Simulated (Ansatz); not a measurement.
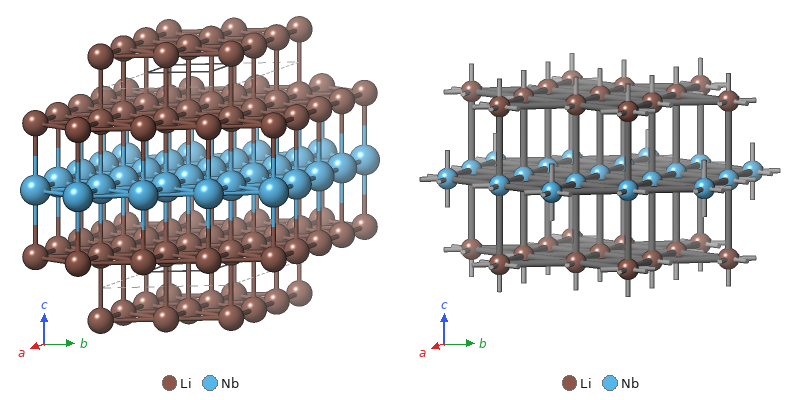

Left: the structure. Right: its underlying net. Nodes are coloured by element. Short stubs are edges that leave the cut-out.

Li2Nb (space group P6/mmm, No. 191): the end point of a relaxation with Ansatz 0.2.0, DFT PBE, scalar-relativistic, plane waves, PAW; the starting structure was generated, so it need not be a known form of this composition.

Bonds are taken as Li–Li below 3.1 Å, Li–Nb below 3.2 Å and Nb–Nb below 3.1 Å. Simplification: prune 0- and 1-connected atoms, fold 2-connected ones into links.

The result is a uninodal 8-connected, three-periodic net: Li and Nb are 8-connected nodes. It is the hex net, known from the primitive hexagonal lattice. It is a single net, without interpenetration.

```tsv
node	links	point symbol	coordination sequence
Li and Nb	8	3⁶·4¹⁸·5³·6	8 26 56 98 152 218
```
